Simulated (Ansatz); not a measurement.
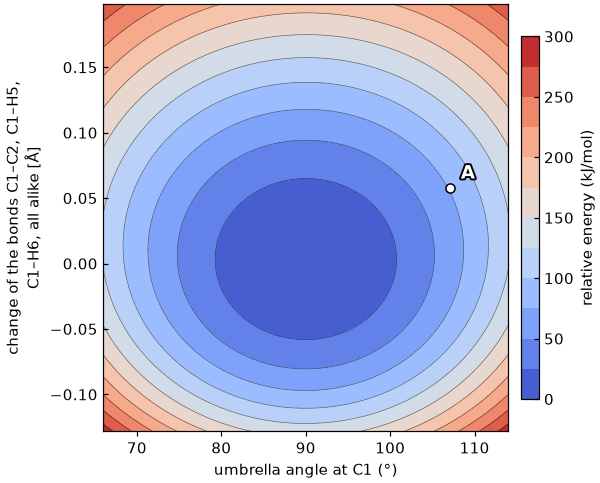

C₂H₃ClSi, SMILES C=C=[SiH]Cl. Coordinates scanned: (1) umbrella angle at C1 (between each of its bonds and their common axis; 90 is planar); (2) change of the bonds C1–C2, C1–H5, C1–H6, all alike. Nothing is relaxed (all other coordinates rigid). The scan uses a 15 × 15 grid. Points are written as (first, second). Energies: kJ/mol, counted from the relaxed molecule at the same level. All numbers below come from RKS PBE0-D4/def2-TZVP (Ansatz 0.2.0).

In the figure: filled contours, the point A. Between grid points the surface is interpolated.

Is A at rest? If not, where is it pushed?

A, at (107.1°, 0.058 Å), is not a stationary point. The computed force is 6.6 kJ/mol for each degree towards smaller values of the first coordinate and 550 kJ/mol for each Å towards smaller values of the second coordinate.
